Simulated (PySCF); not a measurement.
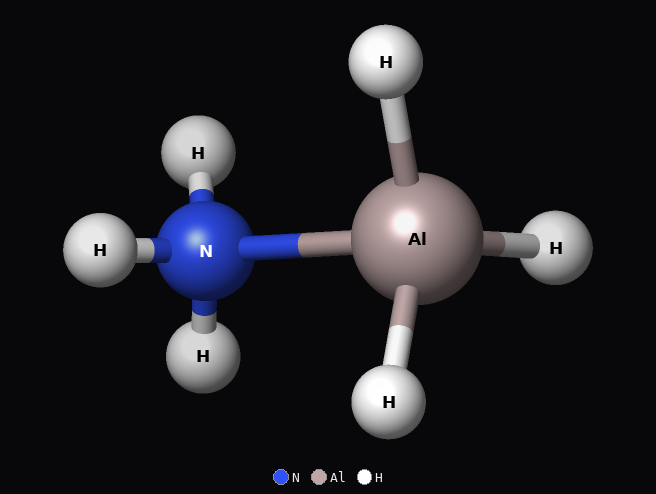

The computed structure is the end point of a PBE0-D3(BJ)/def2-SVP optimisation. No frequency run is at hand to confirm it as a minimum. Program: PySCF 2.14.0.

At this fixed geometry, give polarisability (bohr³) at these levels: B3LYP/def2-SVPD; BHandHLYP/def2-SVPD; CAM-B3LYP/def2-SVPD; HF/def2-SVPD; LDA/def2-SVPD; PBE/def2-SVPD; PBE0/def2-SVPD.

```
              level  polarisability (bohr³)
    B3LYP/def2-SVPD                    46.4
BHandHLYP/def2-SVPD                    44.2
CAM-B3LYP/def2-SVPD                    45.7
       HF/def2-SVPD                    42.0
      LDA/def2-SVPD                    50.0
      PBE/def2-SVPD                    48.4
     PBE0/def2-SVPD                    46.2
```
